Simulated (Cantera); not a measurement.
Input: 1 mol Fe2O3, 3.8 mol HCl, at 47.0 Pa.

Method: chemical equilibrium by Gibbs-energy minimisation in Cantera with the NASA 1993 tables (ideal gas, pure condensed phases). Candidate condensed phases: Fe, FeCl2, FeCl3, FeO, Fe(OH)2, Fe(OH)3, Fe2O3, Fe3O4, H2O; 22 gas species. The tables' stoichiometric FeO is somewhat more stable than real wüstite, so its field is too wide. FeO: taken at fixed stoichiometry. Rates play no part.

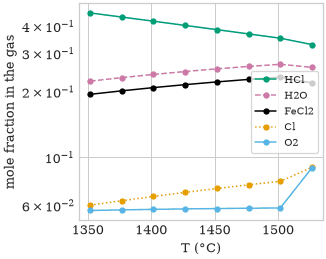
Fig. 1. Equilibrium gas composition (values under 1e-9 drawn at 1e-9)

Question: Read off the mole fractions at 1477 °C.

Answer: HCl about 0.37, H2O about 0.26, FeCl2 about 0.23, Cl about 0.075, O2 about 0.058.
